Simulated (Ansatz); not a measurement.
System: Cl2H4N2Si.

```xyz
9

Si   -0.6612    0.2054    0.3032
N     1.1347   -0.2621   -0.1245
N    -1.2677   -0.0023   -1.1528
H     1.0322   -0.4686   -1.1198
Cl   -0.3154    2.0386    1.2151
Cl   -0.9536   -1.0607    1.9229
H     1.4652   -1.0836    0.3734
H     1.7914    0.5012    0.0110
H    -2.2256    0.1320   -1.4285
```

The product side of a reaction path; geometry: PBE0-D4/def2-TZVP.

Level of theory: RKS PBE0-D4/def2-TZVPP in Ansatz.

> What can the converged electron density and electron localisation function tell about the bonding?

Si–N (1.59 Å): ρ is about 1.4 e/Å³ halfway; the ELF peaks at about 0.85 between the atoms, as expected for a polar covalent bond.
N–H (1.01 Å): ρ is about 2.9 e/Å³ halfway; the ELF climbs to about 1 towards the hydrogen, as it does in any bond to H: an ordinary covalent bond to hydrogen.

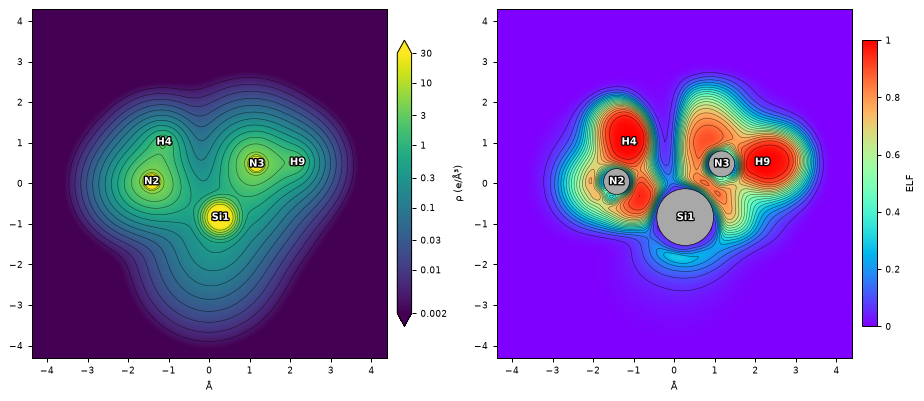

Computed electron density and electron localisation function on the plane of atoms Si1, N2 and H4, in this order. Grey discs cover the atomic cores in the ELF map. 
